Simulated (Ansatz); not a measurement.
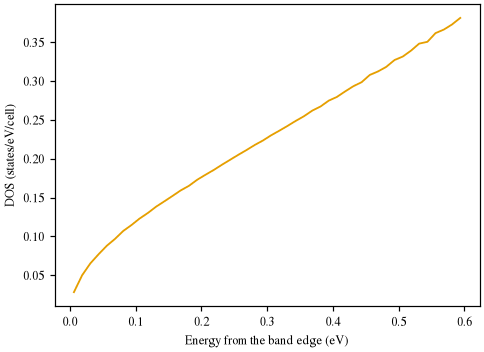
*Density of states of Si (Fd-3m) below the valence band maximum, Ansatz (a quantum-chemistry and plane-wave program) with PBEsol, rigid bands; cell volume 40.1 Å³.*

Q: What effective density of states at 300 K does this give (∫ g(E) exp(−E/k_BT) dE, both spins, divided by the cell's size)?

A: 3.4e19 cm⁻³, a density-of-states mass of 1.23 mₑ, valleys and band degeneracy included.

Spin-orbit coupling is left out; where it splits the top of the valence band, N_v and the p-type Seebeck coefficient come out somewhat high without it. Geometry: cell and atoms relaxed with PBEsol.
